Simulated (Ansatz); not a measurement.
```xyz
5
Lattice="3.4919 0.0000 0.0000 0.0000 3.4919 0.0000 0.0000 0.0000 3.4919" Properties=species:S:1:pos:R:3 pbc="T T T"
B     1.7459    0.0000    0.0000
B     0.0000    1.7459    0.0000
B     0.0000    0.0000    1.7459
B     0.0000    0.0000    0.0000
Rh    1.7459    1.7459    1.7459
```

Space group Pm-3m; a structure generated by program, which may or may not match a known phase; computed without spin polarisation.

Computed with Ansatz, DFT PBE, scalar-relativistic, plane waves, PAW.

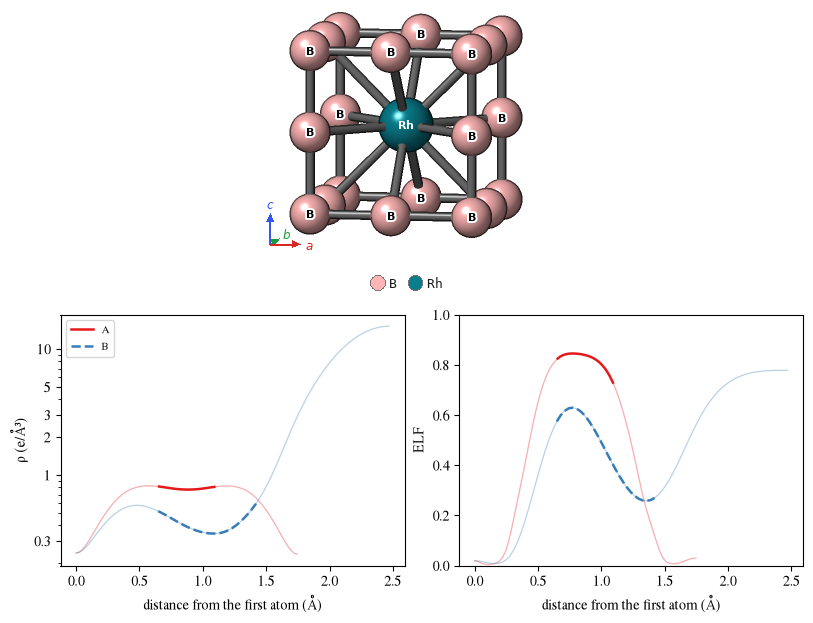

B4Rh. Valence pseudo-density and electron localisation function along straight lines between neighbouring atoms. Thin, pale parts lie inside the atomic spheres. The structure is drawn too.

In a PAW calculation such maps are meaningful between the atoms, not at the nuclei.

Which curve belongs to which contact (B–B and B–Rh)? The first atom named is at distance zero.

Answer. Curve A: B–B (1.75 Å): the density is about 0.77 e/Å³ at the midpoint; the ELF peaks at about 0.85 between the atoms. Curve B: B–Rh (2.47 Å): ρ is about 0.38 e/Å³ halfway; the ELF peaks at about 0.65 in the valence shell of B, 0.8 Å from its nucleus, and drops to about 0.25 between the two atoms.
